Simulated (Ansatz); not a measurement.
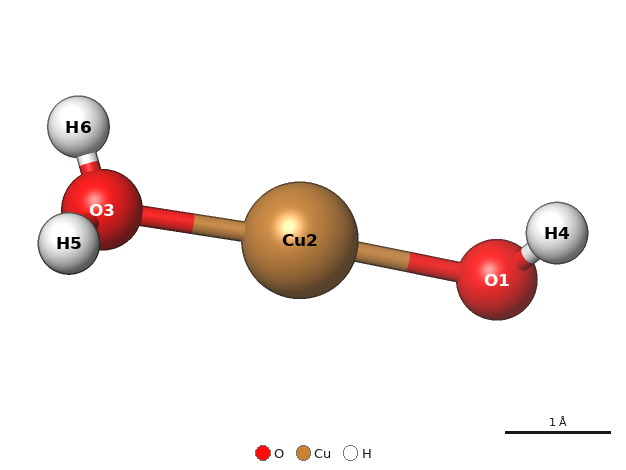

(Drawn from a calculation with Ansatz.)

Charge 0, singlet. Geometry: moved along internal coordinates away from the minimum.

What are the angles Cu2–O1–H4, O1–Cu2–O3, Cu2–O3–H5, Cu2–O3–H6, H5–O3–H6?

```json
{"angle": "Cu2–O1–H4", "degrees": "110.8"}
{"angle": "O1–Cu2–O3", "degrees": "175.9"}
{"angle": "Cu2–O3–H5", "degrees": "113.6"}
{"angle": "Cu2–O3–H6", "degrees": "113.6"}
{"angle": "H5–O3–H6", "degrees": "107.2"}
```
